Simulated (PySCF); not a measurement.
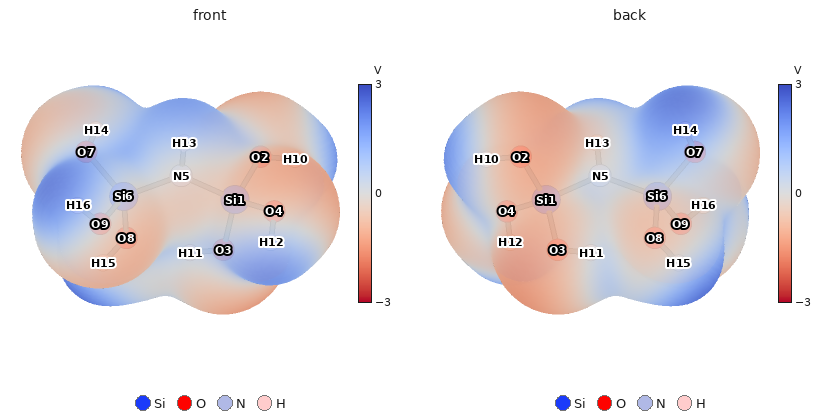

*H$_{7}$NO$_{6}$Si$_{2}$. The electrostatic potential painted on the density surface at 0.001 e/bohr³, seen from the front and from behind; red is negative and blue positive.*

Geometry: PBE0-D3(BJ)/def2-SVP.

Method: wB97X-D/def2-SVPD, SCF density, gas phase in PySCF 2.14.0.

```xyz
16

Si    1.1833    0.8710    0.7202
O     0.7927    2.2388    1.5585
O     1.6443    1.0820   -0.8411
O     2.4667    0.2320    1.5487
N    -0.2543   -0.0990    0.7330
Si   -1.1346   -0.8139   -0.5449
O    -2.7613   -0.6990   -0.2697
O    -0.6095   -0.0168   -1.9138
O    -0.8835   -2.4167   -0.8470
H     1.5484    2.6931    1.9428
H     0.9322    0.8867   -1.4751
H     3.0157   -0.3689    1.0375
H    -0.6646   -0.2227    1.6555
H    -3.0827    0.1611    0.0158
H    -0.6583   -0.5467   -2.7164
H    -1.5689   -3.0150   -0.5376
```

Q: Where is the surface potential most negative and most positive?

A: The most negative region (about −1.4 V) lies over O3, the most positive (about +2.2 V) over H14 and H15. O3 is the likeliest acceptor of a hydrogen bond.
